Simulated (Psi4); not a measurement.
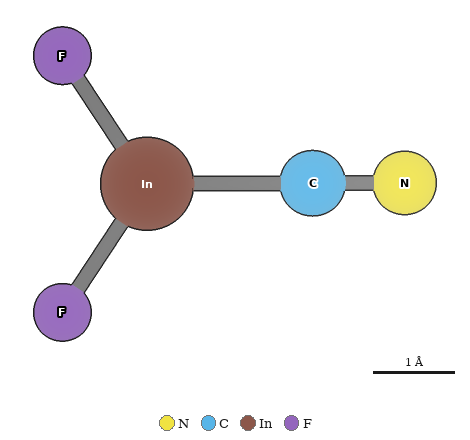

Fig. 1: The structure as given in the input (ball-and-stick view, seen at a tilt). Sticks mark near contacts.

Geometry relaxation, with input and output: CF2InN (part 1 of 3)

System: CF2InN, SMILES N#[C][In]([F])[F].
Method: PBE0/def2-SVP, RKS, dispersion D4 (Psi4 1.11).

The run did not end well. The geometry comes from this level: PBE0-D4/def2-TZVP.

## Log
```
gradient() will perform analytic gradient computation.

   => Loading Basis Set <=

    Name: DEF2-SVP
    Role: ORBITAL
    Keyword: BASIS

    !!!  WARNING: ECP capability is in beta. Please check occupations closely.  !!!

   => PBE0-D4(BJ,EEQ)ATM: Empirical Dispersion <=

        a1 =       0.400856
        a2 =       5.029288
       alp =      16.000000
        s6 =       1.000000
        s8 =       1.200655
        s9 =       1.000000
        ga =       3.000000
        gc =       2.000000
        wf =       6.000000

         ---------------------------------------------------------
                                   SCF
                              RKS Reference
                        1 Threads,   1525 MiB Core
         ---------------------------------------------------------

  ==> Geometry <==

    Molecular point group: c1
    Full point group: C1

    Geometry (in Angstrom), charge = 0, multiplicity = 1:

       Center              X                  Y                   Z               Mass
    ------------   -----------------  -----------------  -----------------  -----------------
         N            1.521338710822    -1.863248343322     1.887329731637    14.003074004430
         C            0.948238710822    -1.161348343322     1.176329731637    12.000000000000
         IN          -0.082661289178     0.101251656678    -0.102570268363   114.903878776000
         F           -1.648761289178    -0.425848343322    -1.077770268363    18.998403162730
         F            0.428438710822     1.920351656678    -0.435970268363    18.998403162730

  Running in c1 symmetry.

  Rotational constants: A =      0.17345  B =      0.07180  C =      0.05078 [cm^-1]
  Rotational constants: A =   5199.94036  B =   2152.52392  C =   1522.34620 [MHz]
  Nuclear repulsion =  224.094838561306574

  Charge       = 0
  Multiplicity = 1
  Electrons    = 52
  Nalpha       = 26
  Nbeta        = 26

  ==> Algorithm <==

  SCF Algorithm Type is DF.
  DIIS enabled.
  MOM disabled.
  Fractional occupation disabled.
  Guess Type is SAD.
  Energy threshold   = 1.00e-08
  Density threshold  = 1.00e-08
  Integral threshold = 1.00e-12

  ==> Primary Basis <==

  Basis Set: DEF2-SVP
    Blend: DEF2-SVP
    Number of shells: 34
    Number of basis functions: 82
    Number of Cartesian functions: 88
    Spherical Harmonics?: true
    Max angular momentum: 2

  Core potential: DEF2-SVP
    Number of shells: 4
    Number of ECP primitives: 18
    Number of ECP core electrons: 28
    Max angular momentum: 3

  ==> DFT Potential <==

   => LibXC <=

    Version 7.1.2

   => Composite Functional: PBE0-D4BJEEQATM <=

    PBE0-d4bjeeqatm Hyb-GGA Exchange-Correlation Functional

    Deriv               =              1
    GGA                 =           TRUE
    Meta                =          FALSE

    Exchange Hybrid     =           TRUE
    MP2 Hybrid          =          FALSE

   => Exchange Functionals <=

    0.7500   Perdew, Burke & Ernzerhof

   => Exact (HF) Exchange <=

    0.2500               HF

   => Correlation Functionals <=

    1.0000   Perdew, Burke & Ernzerhof

   => LibXC Density Thresholds  <==

    XC_HYB_GGA_XC_PBEH:  1.00E-15

   => Molecular Quadrature <=

    Radial Scheme          =       TREUTLER
    Pruning Scheme         =           NONE
    Nuclear Scheme         =       TREUTLER

    Blocking Scheme        =         OCTREE
    BS radius alpha        =              1
    Pruning alpha          =              1
    Radial Points          =             75
    Spherical Points       =            302
    Total Points           =         108911
    Total Blocks           =            893
    Max Points             =            256
    Max Functions          =             79
    Weights Tolerance      =       1.00E-15

   => Loading Basis Set <=

    Name: (DEF2-SVP AUX)
    Role: JKFIT
    Keyword: DF_BASIS_SCF

  ==> Integral Setup <==

  DFHelper Memory: AOs need 0.028 GiB; user supplied 0.938 GiB.
  SCF_SUBTYPE=INCORE selected. In-core MEM_DF algorithm will be used.
  Using in-core AOs.

  ==> MemDFJK: Density-Fitted J/K Matrices <==

    J tasked:                   Yes
    K tasked:                   Yes
    wK tasked:                   No
    Memory [MiB]:               960
    Algorithm:                 Core
    Schwarz Cutoff:           1E-12
    Mask sparsity (%):       7.3766
    Fitting Condition:        1E-10

   => Auxiliary Basis Set <=

  Basis Set: (DEF2-SVP AUX)
    Blend: DEF2-UNIVERSAL-JKFIT
    Number of shells: 146
    Number of basis functions: 524
    Number of Cartesian functions: 677
    Spherical Harmonics?: true
    Max angular momentum: 5

  Cached 100.0% of DFT collocation blocks in 0.179 [GiB].

  Minimum eigenvalue in the overlap matrix is 2.8635622372E-03.
  Reciprocal condition number of the overlap matrix is 7.2811109154E-04.
    Using symmetric orthogonalization.

  ==> Pre-Iterations <==

  SCF Guess: Superposition of Atomic Densities via on-the-fly atomic UHF (no occupation information).

   -------------------------
    Irrep   Nso     Nmo
   -------------------------
     A         82      82
   -------------------------
    Total      82      82
   -------------------------

  ==> Iterations <==

                           Total Energy        Delta E     RMS |[F,P]|

   @DF-RKS iter SAD:  -480.40769300166085   -4.80408e+02   0.00000e+00
   @DF-RKS iter   1:  -481.93253667970851   -1.52484e+00   9.03165e-03 DIIS/ADIIS
   @DF-RKS iter   2:  -481.54898577517753    3.83551e-01   1.56962e-02 DIIS/ADIIS
   @DF-RKS iter   3:  -482.14688576039947   -5.97900e-01   2.22229e-03 DIIS/ADIIS
   @DF-RKS iter   4:  -482.16026404621141   -1.33783e-02   1.15768e-03 DIIS/ADIIS
   @DF-RKS iter   5:  -482.16383061767937   -3.56657e-03   3.85060e-04 DIIS/ADIIS
   @DF-RKS iter   6:  -482.16424444727613   -4.13830e-04   7.40874e-05 DIIS
   @DF-RKS iter   7:  -482.16426195825062   -1.75110e-05   1.26614e-05 DIIS
   @DF-RKS iter   8:  -482.16426230227705   -3.44026e-07   6.56865e-06 DIIS
   @DF-RKS iter   9:  -482.16426240230521   -1.00028e-07   9.25603e-07 DIIS
   @DF-RKS iter  10:  -482.16426240482986   -2.52464e-09   1.26042e-07 DIIS
   @DF-RKS iter  11:  -482.16426240487635   -4.64979e-11   1.07987e-08 DIIS
   @DF-RKS iter  12:  -482.16426240487687   -5.11591e-13   1.54256e-09 DIIS
  Energy and wave function converged.

  ==> Post-Iterations <==

   Electrons on quadrature grid:
      Ntotal   =   51.9997688152 ; deviation = -2.312e-04

    Orbital Energies [Eh]
    ---------------------

    Doubly Occupied:

       1A    -24.746271     2A    -24.746228     3A    -14.431707
       4A    -10.297598     5A     -4.797293     6A     -3.200621
       7A     -3.189912     8A     -3.189189     9A     -1.151398
      10A     -1.149882    11A     -0.954978    12A     -0.873670
      13A     -0.867599    14A     -0.866908    15A     -0.861098
      16A     -0.853136    17A     -0.553981    18A     -0.467887
      19A     -0.434967    20A     -0.420229    21A     -0.414026
      22A     -0.405115    23A     -0.401558    24A     -0.395369
      25A     -0.392621    26A     -0.390491

    Virtual:

      27A     -0.097603    28A     -0.092059    29A     -0.035863
      30A      0.038214    31A      0.068062    32A      0.080322
      33A      0.112526    34A      0.153902    35A      0.229145
      36A      0.236796    37A      0.344017    38A      0.363629
      39A      0.378642    40A      0.409663    41A      0.510341
      42A      0.555288    43A      0.555519    44A      0.632693
      45A      0.654906    46A      0.710613    47A      0.863042
      48A      0.873767    49A      0.969357    50A      1.161115
      51A      1.223519    52A      1.256210    53A      1.264604
      54A      1.269959    55A      1.283812    56A      1.386969
      57A      1.583577    58A      1.598439    59A      1.640174
      60A      1.647794    61A      1.697674    62A      1.814470
      63A      2.241963    64A      2.243181    65A      2.504923
      66A      2.838572    67A      2.843082    68A      3.093289
      69A      3.099021    70A      3.099387    71A      3.107220
      72A      3.111836    73A      3.123499    74A      3.124863
      75A      3.157809    76A      3.178984    77A      3.211387
      78A      3.305422    79A     15.860748    80A     16.587164
      81A     17.388253    82A     61.106144

    Final Occupation by Irrep:
              A
    DOCC [    26 ]
    NA   [    26 ]
    NB   [    26 ]

  @DF-RKS Final Energy:  -482.16426240487687

   => Energetics <=

    Nuclear Repulsion Energy =            224.0948385613065739
    One-Electron Energy =               -1184.8502796998554913
    Two-Electron Energy =                 516.3742852477352017
    DFT Exchange-Correlation Energy =     -37.7801056810336533
    Empirical Dispersion Energy =          -0.0030008330294224
    VV10 Nonlocal Energy =                  0.0000000000000000
    Total Energy =                       -482.1642624048768084

Computation Completed

Properties will be evaluated at   0.000000,   0.000000,   0.000000 [a0]

Properties computed using the SCF density matrix

 Multipole Moments:

 ------------------------------------------------------------------------------------
     Multipole            Electronic (a.u.)      Nuclear  (a.u.)        Total (a.u.)
 ------------------------------------------------------------------------------------

 L = 1.  Multiply by 2.5417464519 to convert [e a0] to [Debye]
 Dipole X            :         -6.9058693            6.8408331           -0.0650363
 Dipole Y            :          8.4588378           -8.3790718            0.0797660
 Dipole Z            :         -8.5688583            8.4879809           -0.0808774
 Magnitude           :                                                    0.1308950

 ------------------------------------------------------------------------------------

	total time  =          5 seconds =       0.08 minutes

         ------------------------------------------------------------
                                   SCF GRAD
         ------------------------------------------------------------

  ==> Geometry <==

    Molecular point group: c1
    Full point group: C1

    Geometry (in Angstrom), charge = 0, multiplicity = 1:

       Center              X                  Y                   Z               Mass
    ------------   -----------------  -----------------  -----------------  -----------------
         N            1.521338710822    -1.863248343322     1.887329731637    14.003074004430
         C            0.948238710822    -1.161348343322     1.176329731637    12.000000000000
         IN          -0.082661289178     0.101251656678    -0.102570268363   114.903878776000
         F           -1.648761289178    -0.425848343322    -1.077770268363    18.998403162730
         F            0.428438710822     1.920351656678    -0.435970268363    18.998403162730

  Nuclear repulsion =  224.094838561306574

  ==> Basis Set <==

  Basis Set: DEF2-SVP
    Blend: DEF2-SVP
    Number of shells: 34
    Number of basis functions: 82
    Number of Cartesian functions: 88
    Spherical Harmonics?: true
    Max angular momentum: 2

  Core potential: DEF2-SVP
    Number of shells: 4
    Number of ECP primitives: 18
    Number of ECP core electrons: 28
    Max angular momentum: 3

  ==> DFJKGrad: Density-Fitted SCF Gradients <==

    Gradient:                    1
    J tasked:                  Yes
    K tasked:                  Yes
    wK tasked:                  No
    Integrals threads:           1
    Memory [MiB]:             1144
    Schwarz Cutoff:          1E-12
    Fitting Condition:       1E-10

   => Auxiliary Basis Set <=

  Basis Set: (DEF2-SVP AUX)
    Blend: DEF2-UNIVERSAL-JKFIT
    Number of shells: 146
    Number of basis functions: 524
    Number of Cartesian functions: 677
    Spherical Harmonics?: true
    Max angular momentum: 5

   => Molecular Quadrature <=

    Radial Scheme          =       TREUTLER
    Pruning Scheme         =           NONE
    Nuclear Scheme         =       TREUTLER

    Blocking Scheme        =         OCTREE
    BS radius alpha        =              1
    Pruning alpha          =              1
    Radial Points          =             75
    Spherical Points       =            302
    Total Points           =         108911
    Total Blocks           =            893
    Max Points             =            256
    Max Functions          =             79
    Weights Tolerance      =       1.00E-15

  -Total Gradient:
     Atom            X                  Y                   Z
    ------   -----------------  -----------------  -----------------
       1       -0.009925492726     0.012156430476    -0.012313546832
       2        0.007904760893    -0.009682678077     0.009807931555
       3       -0.002280424582     0.002796363558    -0.002832417782
       4        0.007248630577     0.003220485523     0.004205438577
       5       -0.003029709214    -0.008389364785     0.001029881912

	total time  =          2 seconds =       0.03 minutes

    			-----------------------------------------

    			 OPTKING 3.0: for geometry optimizations

    			        with contributions from

    			-----------------------------------------

	                            ===> Fragment 1 <==

	 Z (Atomic Numbers)          Masses                          Geom
	       7.000000            14.003074          2.87491351 -3.52102907  3.56653630
	       6.000000            12.000000          1.79191147 -2.19463031  2.22294103
	      49.000000            114.903879        -0.15620720  0.19133790 -0.19382972
	       9.000000            18.998403         -3.11570728 -0.80473674 -2.03669063
	       9.000000            18.998403          0.80963182  3.62893870 -0.82386441

	 - Coordinate -           - BOHR/RAD -       - ANG/DEG -
	 R(1,2)           =         2.176574           1.151793
	 R(2,3)           =         3.915200           2.071835
	 R(3,4)           =         3.625871           1.918728
	 R(3,5)           =         3.625864           1.918724
	 L(1,2,3)         =         3.141568         179.998586
	 l(1,2,3)         =         3.141593         180.000000
	 B(2,3,4)         =         2.156100         123.535455
	 B(2,3,5)         =         2.156141         123.537756
	 B(4,3,5)         =         1.970944         112.926789

	        --- Internal Coordinate Step in ANG or DEG, aJ/ANG or AJ/DEG ---
	-------------------------------------------------------------------------------
	           Coordinate      Previous         Force          Change          New
	           ----------      --------        ------          ------        ------
	               R(1,2)       1.15179        0.16407        0.00790       1.15969
	               R(2,3)       2.07183        0.03290        0.01653       2.08837
	               R(3,4)       1.91873        0.07379        0.02528       1.94401
	               R(3,5)       1.91872        0.07380        0.02528       1.94401
	             L(1,2,3)     179.99859       -0.00000       -0.00013     179.99846
	             l(1,2,3)     180.00000       -0.00000       -0.00019     179.99981
	             B(2,3,4)     123.53545       -0.00007       -0.22299     123.31246
	             B(2,3,5)     123.53776       -0.00007       -0.22339     123.31436
	             B(4,3,5)     112.92679        0.00015        0.44638     113.37317
	-------------------------------------------------------------------------------

	                                 ==> Convergence Check <==

	Measures of convergence in internal coordinates in au.

	Criteria marked as inactive (o), active & met (*), and active & unmet ( ).

	----------------------------------------------------------------------------------------------~
	   Step    Total Energy     Delta E     Max Force     RMS Force      Max Disp      RMS Disp   ~
	----------------------------------------------------------------------------------------------~
[... cut ...]

  ==> Post-Iterations <==

   Electrons on quadrature grid:
      Ntotal   =   51.9997878432 ; deviation = -2.122e-04

    Final Occupation by Irrep:
              A
    DOCC [    26 ]
    NA   [    26 ]
    NB   [    26 ]

  @DF-RKS Final Energy:  -482.16482864624487

   => Energetics <=

    Nuclear Repulsion Energy =            222.2760758824527727
    One-Electron Energy =               -1181.2262027539952669
    Two-Electron Energy =                 514.5521520763740000
    DFT Exchange-Correlation Energy =     -37.7638650490046430
    Empirical Dispersion Energy =          -0.0029888020717967
    VV10 Nonlocal Energy =                  0.0000000000000000
    Total Energy =                       -482.1648286462449278

Computation Completed

Properties will be evaluated at   0.000000,   0.000000,   0.000000 [a0]

Properties computed using the SCF density matrix

 Multipole Moments:
```
